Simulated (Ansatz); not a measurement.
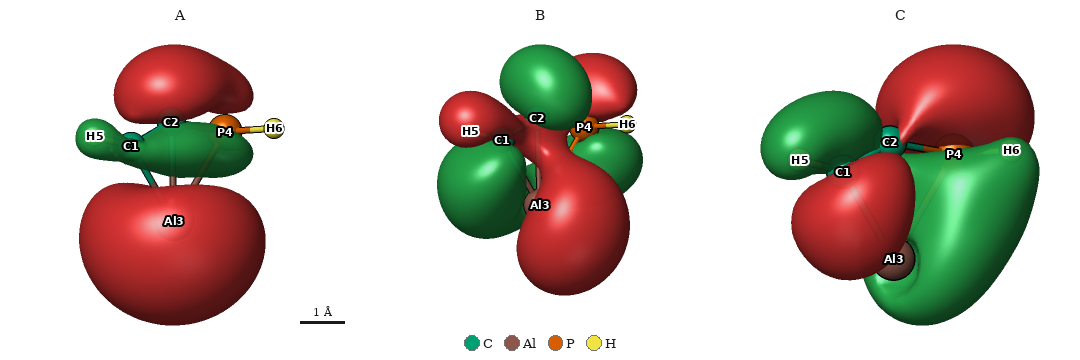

The picture shows: C2H2AlP. Three frontier orbitals at ±0.06 Å⁻³ᐟ² (green and red are the two phases), in no order.

Geometry: PBE-D3(BJ)/def2-SVP.

These are results of Ansatz 0.2.0, isolated molecule in a Gaussian basis; Kohn-Sham density functional theory, functional PBE0, not measurements.

```yaml
atoms:
  - { symbol: C, position_ang: [-0.6222, -1.3957, 0.8396] }
  - { symbol: C, position_ang: [-0.0068, -2.0076, 1.7940] }
  - { symbol: Al, position_ang: [-2.2468, -1.9607, 2.0575] }
  - { symbol: P, position_ang: [-0.1655, -3.0212, 3.1952] }
  - { symbol: H, position_ang: [-0.4458, -0.8732, -0.1059] }
  - { symbol: H, position_ang: [0.0402, -1.9599, 4.1574] }
```

Which picture is the HOMO−1, the HOMO and the LUMO?

C is the HOMO−1 (−7.25 eV). By Hirshfeld shares it lies mainly on P4 (about 45 %), C1 (about 20 %), Al3 (about 20 %) and C2 (about 5 %). A is the HOMO (−6.38 eV). It lies mainly on Al3 (about 70 %), C2 (about 15 %) and P4 (about 5 %). B is the LUMO (−1.55 eV). It lies mainly on Al3 (about 40 %), P4 (about 20 %), C2 (about 20 %) and C1 (about 15 %).

What is the HOMO–LUMO gap?

4.83 eV between the orbital energies.
